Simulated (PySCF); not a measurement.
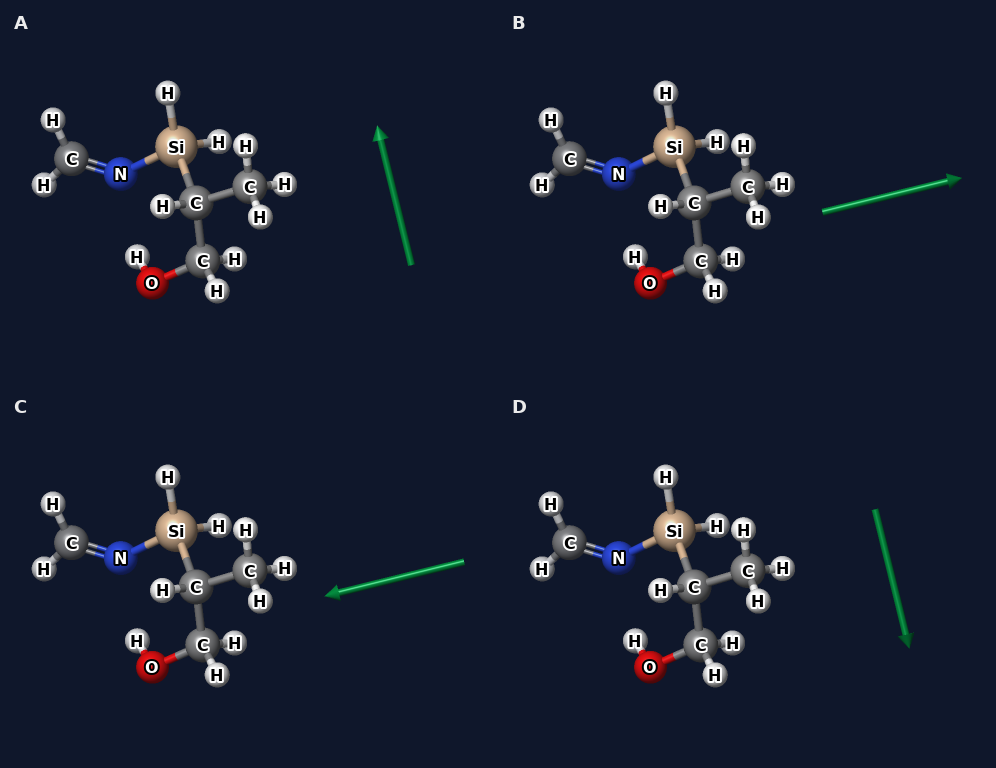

The same molecule four times, each with an arrow. The geometry was computed by an optimisation with GFN2-xTB. No frequency run is at hand to confirm it as a minimum. Method: PBE0/pcSseg-1, gas phase (PySCF 2.14.0).

Question: Which arrow points along the dipole moment, from the negative to the positive end?

Answer: A. The dipole moment is 2.70 D.

The geometry is semi-empirical. Around Si such bond lengths and angles can be off by a tenth of an ångström or more and by several degrees, and values that hang on the shape move with them.
